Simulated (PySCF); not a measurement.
# C₂H₃Ga: electronic excitations at several levels of theory, part 2 of 2

PySCF 2.14.0. Atoms count from 0. Earlier steps stand in the parts before.

### 10 TDDFT and polarisability: PBE0/def2-TZVP

Job settings and geometry (Å):

```
{"job": {"kind": "uv", "xc": "PBE0", "basis": "def2-TZVP"}, "charge": 0, "multiplicity": 1}
C     -1.579008     0.176957     1.039129
C     -0.524766     0.070971     0.432696
Ga     1.122216    -0.127927    -0.527501
H     -2.506164     0.263644     1.578956
H      1.547274     1.007382    -1.513432
H      1.964890    -1.420679    -0.281583
```

Method: TDDFT PBE0/def2-TZVP, vertical, gas phase, core orbitals frozen in the response.

What it wrote:

```text
coarse grid: 25192 points
cycle   1  E = -2002.3808154097  dE = -3.301e-01  |g| = 7.982e-01  |ddm| = 2.486e+00
cycle   2  E = -2002.3280119424  dE =  5.280e-02  |g| = 1.062e+00  |ddm| = 1.384e+00
cycle   3  E = -2002.4558390238  dE = -1.278e-01  |g| = 3.259e-02  |ddm| = 7.801e-01
cycle   4  E = -2002.4555965843  dE =  2.424e-04  |g| = 4.443e-02  |ddm| = 6.074e-02
cycle   5  E = -2002.4560875199  dE = -4.909e-04  |g| = 7.478e-03  |ddm| = 2.718e-02
cycle   6  E = -2002.4561016501  dE = -1.413e-05  |g| = 1.005e-03  |ddm| = 5.879e-03
cycle   7  E = -2002.4561019500  dE = -2.999e-07  |g| = 2.989e-04  |ddm| = 1.268e-03
final grid: 51824 points
cycle   8  E = -2002.4560989534  dE =  4.346e-09  |g| = 3.448e-04  |ddm| = 1.756e-03
cycle   9  E = -2002.4560989170  dE =  3.646e-08  |g| = 5.085e-04  |ddm| = 6.414e-04
cycle  10  E = -2002.4560989794  dE = -6.242e-08  |g| = 1.470e-04  |ddm| = 3.420e-04
cycle  11  E = -2002.4560989848  dE = -5.429e-09  |g| = 3.090e-06  |ddm| = 9.427e-05
cycle  12  E = -2002.4560989848  dE = -4.547e-13  |g| = 9.600e-07  |ddm| = 6.825e-06
converged SCF energy = -2002.4560989848

Static polarisability (au): isotropic 48.650, principal 32.301 42.084 71.564

Singlet excitations
state   eV       nm        f      main configurations
  1   4.4070    281.3   0.00000   H->L 0.98
  2   5.2808    234.8   0.06363   H-1->L 0.89, H->L+1 0.09
  3   5.6185    220.7   0.00000   H-2->L 0.98
  4   6.3719    194.6   0.01630   H-3->L 0.99
  5   6.6659    186.0   0.00000   H-1->L+1 0.97
  6   7.2908    170.1   0.18514   H->L+1 0.55, H-1->L+3 0.34
  7   7.4687    166.0   0.00001   H->L+3 0.91
  8   7.9450    156.1   0.04296   H->L+2 0.83, H->L+4 0.12
  9   8.2337    150.6   0.02003   H-1->L+2 0.97
 10   8.4027    147.6   0.00740   H->L+4 0.82, H->L+2 0.12

Triplet excitations (Tamm-Dancoff, eV): 4.1348 4.1773 5.1429 5.2624
```

Run time: 7 s. Hardware: 1 thread of Arm Neoverse V2, shared host; peak memory 0.53 GiB.

This run: HOMO -7.91 eV, LUMO -1.99 eV; lowest singlet 4.41 eV.

### 11 Ultraviolet spectrum: PBE0/aug-cc-pVDZ

Same as in step 10 but for these lines:

```diff
@@ -1,2 +1,2 @@
-{"job": {"kind": "uv", "xc": "PBE0", "basis": "def2-TZVP"}, "charge": 0, "multiplicity": 1}
+{"job": {"kind": "uv", "xc": "PBE0", "basis": "aug-cc-pVDZ"}, "charge": 0, "multiplicity": 1}
 C     -1.579008     0.176957     1.039129
```

Method: TDDFT PBE0/aug-cc-pVDZ, vertical, gas phase, core orbitals frozen in the response.

What it wrote:

```text
coarse grid: 25192 points
cycle   1  E = -2002.3631487508  dE = -3.278e-01  |g| = 3.716e-01  |ddm| = 1.074e+01
cycle   2  E = -2002.3533612294  dE =  9.788e-03  |g| = 4.035e-01  |ddm| = 3.195e+00
cycle   3  E = -2002.3999752723  dE = -4.661e-02  |g| = 8.038e-02  |ddm| = 1.548e+00
cycle   4  E = -2002.4012475304  dE = -1.272e-03  |g| = 4.104e-02  |ddm| = 2.707e-01
cycle   5  E = -2002.4017055440  dE = -4.580e-04  |g| = 6.877e-03  |ddm| = 1.101e-01
cycle   6  E = -2002.4017189299  dE = -1.339e-05  |g| = 7.348e-04  |ddm| = 3.240e-02
cycle   7  E = -2002.4017190848  dE = -1.549e-07  |g| = 9.116e-05  |ddm| = 3.594e-03
final grid: 51824 points
cycle   8  E = -2002.4016992839  dE = -3.329e-10  |g| = 1.513e-04  |ddm| = 9.842e-03
cycle   9  E = -2002.4016992577  dE =  2.626e-08  |g| = 3.493e-04  |ddm| = 9.869e-04
cycle  10  E = -2002.4016992901  dE = -3.244e-08  |g| = 1.371e-05  |ddm| = 6.643e-04
cycle  11  E = -2002.4016992902  dE = -5.730e-11  |g| = 1.928e-06  |ddm| = 6.162e-05
converged SCF energy = -2002.4016992902

Static polarisability (au): isotropic 52.315, principal 37.189 46.312 73.445

Singlet excitations
state   eV       nm        f      main configurations
  1   4.3838    282.8   0.00000   H->L 0.98
  2   5.2581    235.8   0.06474   H-1->L 0.90
  3   5.5976    221.5   0.00000   H-2->L 0.98
  4   6.3683    194.7   0.01768   H-3->L 0.99
  5   6.6209    187.3   0.00000   H-1->L+2 0.83, H-1->L+5 0.10
  6   7.0983    174.7   0.00489   H->L+1 0.91
  7   7.1386    173.7   0.18191   H->L+2 0.56, H-1->L+4 0.20, H-1->L+8 0.11
  8   7.1930    172.4   0.00009   H->L+4 0.71, H->L+8 0.20
  9   7.4456    166.5   0.06881   H->L+3 0.82
 10   7.4714    165.9   0.06292   H-1->L+1 0.88, H-1->L+3 0.10

Triplet excitations (Tamm-Dancoff, eV): 4.1111 4.1681 5.1086 5.2534
```

Wall time 5.8 s (1 thread of Arm Neoverse V2, shared host); peak memory 0.53 GiB.

Key values: HOMO -7.90 eV, LUMO -2.03 eV; lowest singlet 4.38 eV.

### 12 Comparing the runs: electronic excitations

Excitations and ground-state properties, with basis size and wall time:

| run | lowest singlet (eV) | brightest (eV) | f | gap (eV) | α (Å³) | μ (D) | functions | time |
| --- | --- | --- | --- | --- | --- | --- | --- | --- |
| B3LYP/def2-SVPD | 4.24 | 7.12 | 0.154 | 5.43 | 7.76 | 0.26 | 102 | 22 s |
| PBE0/def2-SVPD | 4.42 | 7.30 | 0.207 | 5.93 | 7.65 | 0.24 | 102 | 26 s |
| BHandHLYP/def2-SVPD | 4.63 | 7.41 | 0.222 | 7.76 | 7.46 | 0.22 | 102 | 18 s |
| CAM-B3LYP/def2-SVPD | 4.53 | 7.41 | 0.225 | 8.17 | 7.60 | 0.21 | 102 | 21 s |
| wB97X-D/def2-SVPD | 4.59 | 7.50 | 0.253 | 9.45 | 7.63 | 0.23 | 102 | 19 s |
| LC-wPBE/def2-SVPD | 4.93 | 7.92 | 0.338 | 10.77 | 7.34 | 0.17 | 102 | 21 s |
| PBE0/6-31G* | 4.29 | 7.48 | 0.152 | 5.79 | 6.14 | 0.37 | 66 | 3 s |
| PBE0/def2-SVP | 4.39 | 7.46 | 0.182 | 5.91 | 6.38 | 0.30 | 75 | 3.3 s |
| PBE0/def2-TZVP | 4.41 | 7.29 | 0.185 | 5.92 | 7.21 | 0.22 | 128 | 7 s |
| PBE0/aug-cc-pVDZ | 4.38 | 7.14 | 0.182 | 5.88 | 7.75 | 0.18 | 109 | 5.8 s |

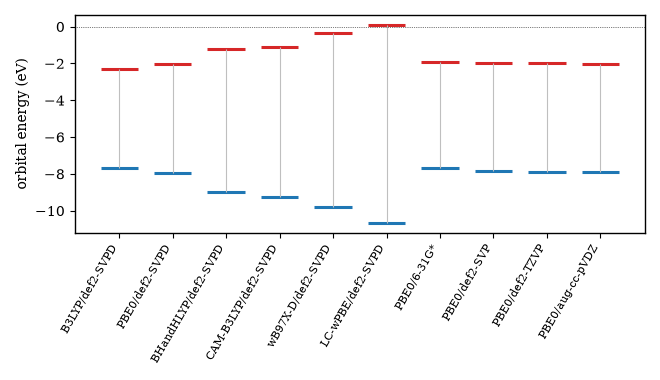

HOMO (blue) and LUMO (red) run by run.

### 13 What came out

What follows sums up all 2 parts.

| quantity | value |
| --- | --- |
| lowest singlet (B3LYP/def2-SVPD) | 4.24 eV (292 nm), f = 0.000 |
| brightest single state of those computed | state 6, 7.12 eV, f = 0.154 |
| lowest triplet | 4.02 eV |
| vertical ionisation energy (ΔSCF) | 10.08 eV |
| vertical electron affinity (ΔSCF) | 0.31 eV |
| range of the lowest singlet | 4.24 to 4.93 eV |

**Reading.** Single values in the summary come from the first run of each kind that ended normally (B3LYP/def2-SVPD), which need not be the best level. The lowest singlet, at 4.24 eV, is HOMO→LUMO 0.99 and is dark; of the 10 states computed, the strongest absorption comes from states 6 to 7 together at 7.12 eV. The lowest triplet lies 0.22 eV below the lowest singlet (triplets in Tamm-Dancoff, singlets in full TDDFT). ΔSCF puts the ionisation energy at 10.08 eV, 2.37 eV above −ε(HOMO). The lowest singlet runs from 4.24 eV (B3LYP/def2-SVPD) to 4.93 eV (LC-wPBE/def2-SVPD), while the orbital gap spans 5.43 to 10.77 eV. The lowest state need not be the same one in every run.
